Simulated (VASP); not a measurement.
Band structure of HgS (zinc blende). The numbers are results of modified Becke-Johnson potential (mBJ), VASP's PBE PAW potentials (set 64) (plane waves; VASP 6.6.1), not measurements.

mBJ is a potential without an energy functional, so only the levels count. Unless said otherwise, spin-orbit coupling is left out, though it shifts the bands of the heavy elements here.

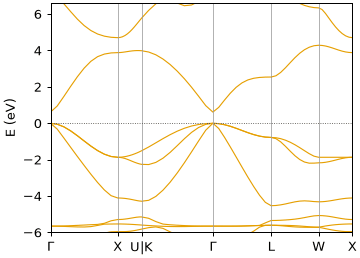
Figure: Bands along high-symmetry lines, zero at the valence-band maximum or, without a gap, the Fermi level

Read the plot: is there a gap, and where are the band edges?

The gap is direct, 0.62 eV, from the valence maximum at Γ to the conduction minimum at Γ.

The compound is HgS in the zinc blende structure, metacinnabar; cinnabar is the stable form. It was relaxed first, which changed the volume by +8 %. The cell's shape comes from a PBE relaxation.
